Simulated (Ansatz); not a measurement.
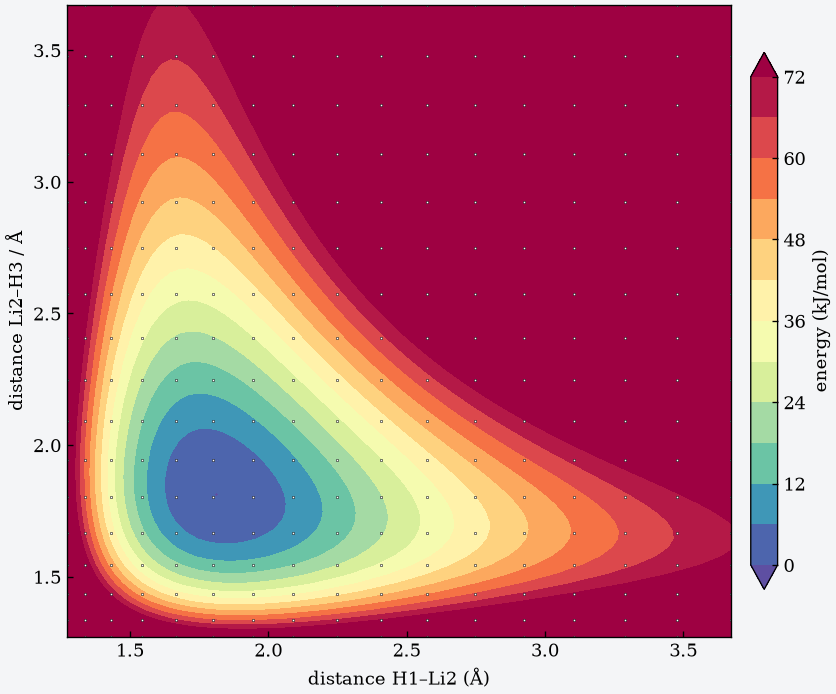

The system H⁻ + LiH. Coordinates scanned: (1) distance H1–Li2; (2) distance Li2–H3. Nothing is relaxed (the angle H1–Li2–H3 is fixed at 90 degrees). The grid has 17 × 17 points; 153 points were computed and 136 follow by symmetry. Points are written as (first, second). Energies: kJ/mol, counted from the lowest grid point. The reference is spin-restricted, so regions where a bond is pulled apart into radicals lie too high. Computed with RHF/aug-cc-pVTZ in Ansatz.

Drawn: filled contours, dots at the grid points, one colour for all values above the top of the scale. Between grid points the surface is interpolated.

Q: Estimate the position of the minimum and the force constants in these coordinates.

A: The interpolated minimum is at distance H1–Li2 ≈ 1.813 Å, distance Li2–H3 ≈ 1.813 Å. The curvatures there are about 2.8 eV/Å² and 2.8 eV/Å², with a cross term of about 0.5 eV/Å². Round the minimum the valley is somewhat tilted: raising distance H1–Li2 shifts the best value of distance Li2–H3 downwards (coupling k₁₂/√(k₁₁k₂₂) about 0.2). (1 eV is 96.5 kJ/mol.)
